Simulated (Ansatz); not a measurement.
## C2H4Sn: geometry relaxation

C2H4Sn (Sn(CCH)H3), computed with RKS PBE-QIDH/STO-3G (Ansatz 0.2.0).

The run did not end well. The geometry comes from this level: PBE0-D4/def2-TZVP.

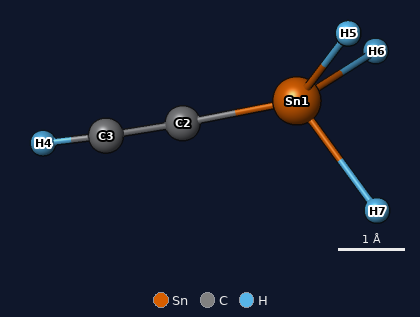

*The starting structure (ball-and-stick view, seen at a tilt; atoms are numbered from 1 in the order of the input). Sticks mark near contacts.*

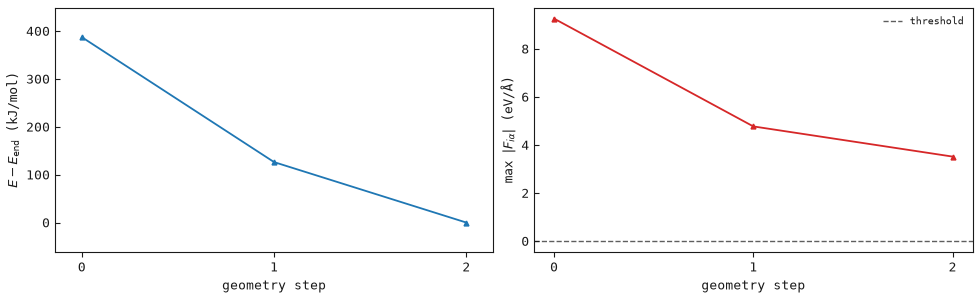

*Progress of the relaxation, step by step (the first geometry is step 0 here and step 1 in the log).*

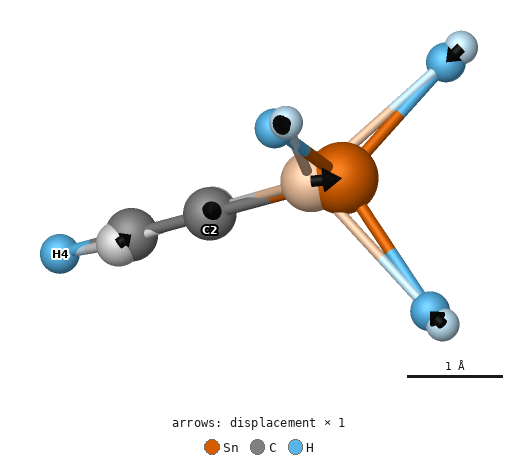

*Start (faint) and end (solid) with the displacements as black arrows, at true length (ball-and-stick view, seen at a tilt). The two geometries are laid on each other by the best rigid fit.*

The relaxation stopped without meeting its thresholds, so the last structure isn't shown to be converged. After 2 geometry steps the energy has fallen by 387.2 kJ/mol. The largest force component goes from 9.3 to 3.5 eV/Å. The atom that moves furthest after the best rigid fit is Sn1 (0.33 Å). By element the largest moves are Sn 0.33 Å, H 0.23 Å, C 0.22 Å. Among the contacts that change: Sn1–H6 2.163 → 1.712 Å, Sn1–H7 2.098 → 1.714 Å, Sn1–H5 1.825 → 1.714 Å, Sn1–C2 1.904 → 2.010 Å. Among the angles that change: Sn1–C2–C3 152.7° → 179.5°, C2–C3–H4 153.6° → 180.0°, C2–Sn1–H5 137.8° → 111.5°. (Atoms are counted from 1 in the order of the input.)

The input that produced these results follows, with the program's output.

## The input
```yaml
crystal:
  periodic: [false, false, false]
  atoms:
    - {symbol: Sn, position_ang: [0.206820, -0.127850, -0.762236]}
    - {symbol: C, position_ang: [-0.123929, 0.115404, 1.096730]}
    - {symbol: C, position_ang: [0.092213, -0.108337, 2.260072]}
    - {symbol: H, position_ang: [-0.023683, 0.062376, 3.269974]}
    - {symbol: H, position_ang: [1.648080, -0.307559, -1.866969]}
    - {symbol: H, position_ang: [-0.641036, 1.542068, -1.844594]}
    - {symbol: H, position_ang: [-1.056264, -1.491808, -1.734020]}
basis:
  gaussian: {orbitals: STO-3G}
hamiltonian: {xc: {name: PBE-QIDH}}
scf: {omitted_lower_state_checks: [starts]}
relax: {f_tol: 0.0001, max_steps: 3}
```

Launched with:
```bash
ansatz run in.yaml --threads 4 --pin off --events-out ev --progress --plain --max-ram 3916MiB
```

## Output
```
Functional definition: PBE-QIDH
  name "PBE-QIDH"
  cite "Brémond, Sancho-García, Pérez-Jiménez & Adamo, J. Chem. Phys. 141, 031101 (2014) doi:10.1063/1.4890314"
  cite "Perdew, Burke & Ernzerhof, Phys. Rev. Lett. 77, 3865 (1996) doi:10.1103/PhysRevLett.77.3865"
  parameter a = 3^(-1/3)
  parameter c = 1/3
  exchange = (1 - a)*pbe_x + a*exact_x
  correlation = (1 - c)*pbe_c + c*(mp2_os + mp2_ss)
these checks for a lower state are left out or cut short: starts
589 factors; integrals over basis functions are off by at most 1.4e-5 eV
mean field evaluation 1: about -164408.6410 eV, gradient 1.2e1 eV
mean field evaluation 2: about -164408.5775 eV, gradient 1.2e1 eV
mean field evaluation 4: about -164409.4791 eV, gradient 9.6e-1 eV
mean field evaluation 8: about -164409.4830 eV, gradient 1.1e-2 eV
mean field -164409.48300915 eV, -6041.9370598360 hartree, gradient 5.7e-6 eV, S^2 0.000000; 0 other end points of the search recorded, 0 dependent functions left out
20 core orbitals not correlated: weight in the atoms' cores, before any rotation towards them, 1.000 or more for the frozen orbitals, at most 0.000 for the correlated occupied ones
reference -164409.48301552 eV, -6041.9370600702 hartree; 13, 13 occupied and 8, 8 virtual orbitals, 589 factors
second order -6.70471509 eV of doubles, -0.00000000 eV of singles
the calculation of the forces begins
mean field evaluation 16: about -164409.5615 eV, gradient 1.4e-1 eV
relax step   1: F+E_penalty+E_count = -164411.71791418 eV  Δ(F+E_penalty+E_count) = +0.000e0 eV  max|allowed force component| = 9.256e0 eV/Å  Δτ_max = 0.0000 Å  (39 SCF iters, accepted)
these checks for a lower state are left out or cut short: starts, cluster_reference, orbital_swaps, neighbouring_geometries, increment
589 factors; integrals over basis functions are off by at most 1.2e-5 eV
mean field -164412.27579826 eV, -6042.0396929428 hartree, gradient 1.9e-6 eV, S^2 0.000000; 0 other end points of the search recorded, 0 dependent functions left out
20 core orbitals not correlated: weight in the atoms' cores, before any rotation towards them, 1.000 or more for the frozen orbitals, at most 0.000 for the correlated occupied ones
reference -164412.27580455 eV, -6042.0396931741 hartree; 13, 13 occupied and 8, 8 virtual orbitals, 589 factors
second order -6.44016923 eV of doubles, -0.00000000 eV of singles
the calculation of the forces begins
relax step   2: F+E_penalty+E_count = -164414.42252133 eV  Δ(F+E_penalty+E_count) = -2.705e0 eV  max|allowed force component| = 4.772e0 eV/Å  Δτ_max = 0.1949 Å  (36 SCF iters, accepted)
these checks for a lower state are left out or cut short: starts, cluster_reference, orbital_swaps, neighbouring_geometries, increment
591 factors; integrals over basis functions are off by at most 1.5e-5 eV
mean field evaluation 32: about -164413.7893 eV, gradient 1.0e-4 eV
mean field -164413.78927036 eV, -6042.0953120166 hartree, gradient 2.4e-6 eV, S^2 0.000000; 0 other end points of the search recorded, 0 dependent functions left out
20 core orbitals not correlated: weight in the atoms' cores, before any rotation towards them, 1.000 or more for the frozen orbitals, at most 0.000 for the correlated occupied ones
reference -164413.78927664 eV, -6042.0953122473 hartree; 13, 13 occupied and 8, 8 virtual orbitals, 591 factors
second order -5.82626523 eV of doubles, -0.00000000 eV of singles
the calculation of the forces begins
relax step   3: F+E_penalty+E_count = -164415.73135877 eV  Δ(F+E_penalty+E_count) = -1.309e0 eV  max|allowed force component| = 3.516e0 eV/Å  Δτ_max = 0.1745 Å  (40 SCF iters, accepted)
Error: geometry relaxation did not converge after 3 steps: max|allowed force component| = 3.52e0 eV/Å (threshold 1.0e-4). Raise `relax.max_steps` over both its present limit and 3, loosen `relax.f_tol`, or start from a geometry closer to equilibrium. Where this run's directory can be resumed (`checkpoint.write`), a resume goes on for up to `relax.max_steps` more
```

## Trajectory as extended XYZ (Å, eV, eV/Å), 3 frames, from step=1 to step=3
```
7
Properties=species:S:1:pos:R:3:forces:R:3 step=1 energy=-164411.71791
Sn    0.2068   -0.1278   -0.7622   -3.6962   0.9809  -9.2562
C    -0.1239    0.1154    1.0967    1.2963  -0.9421  -0.3740
C     0.0922   -0.1083    2.2601   -0.8678   0.8912  -0.5785
H    -0.0237    0.0624    3.2700    0.2352  -0.2601   2.7844
H     1.6481   -0.3076   -1.8670   -1.4024   0.1274   2.4200
H    -0.6410    1.5421   -1.8446    1.8264  -3.3068   2.5469
H    -1.0563   -1.4918   -1.7340    2.6085   2.5094   2.4575
7
Properties=species:S:1:pos:R:3:forces:R:3 step=2 energy=-164414.42252
Sn    0.1055   -0.0995   -0.9263   -2.2730   0.8428  -4.7717
C    -0.0988    0.1001    1.0566    1.3204  -1.2135   0.3462
C     0.0860   -0.1021    2.2461   -1.0838   1.2882  -1.1767
H    -0.0213    0.0599    3.2934    0.3383  -0.4453   0.8187
H     1.6128   -0.3045   -1.8045   -1.2186   0.1278   1.5808
H    -0.5938    1.4565   -1.7778    1.1880  -2.5429   1.6592
H    -0.9881   -1.4261   -1.6685    1.7287   1.9430   1.5435
7
Properties=species:S:1:pos:R:3:forces:R:3 step=3 energy=-164415.73136
Sn    0.0142   -0.0699   -1.0235   -0.0076  -0.0890  -1.7555
C     0.0087   -0.0180    0.9862    0.0027  -0.0692  -3.4548
C     0.0148    0.0077    2.1662    0.0116   0.0801   3.5162
H     0.0203    0.0315    3.2431   -0.0034  -0.0023  -0.1017
H     1.5968   -0.2995   -1.6406   -1.0743   0.1563   0.5948
H    -0.5907    1.3823   -1.6984    0.4004  -0.9474   0.6315
H    -0.9618   -1.3498   -1.6140    0.6707   0.8714   0.5694
```

## Outcome

| quantity | value |
| --- | --- |
| outcome | not converged |
| hardware | 4 threads of Arm Neoverse V2, 23 GiB of memory available, shared host |
| wall time | 2.9 s (CPU time 10 s) |
| peak memory | 0.13 GiB |

This input holds a deliberate fault: the optimiser is allowed too few steps. The run did not converge: “geometry relaxation did not converge after 3 steps: max|allowed force component| = 3.52e0 eV/Å (threshold 1.0e-4). Raise `relax.max_steps` over both its present limit and 3, loosen `relax.f_tol`, or start from a geometry closer to equilibrium …” Its last values are not results.
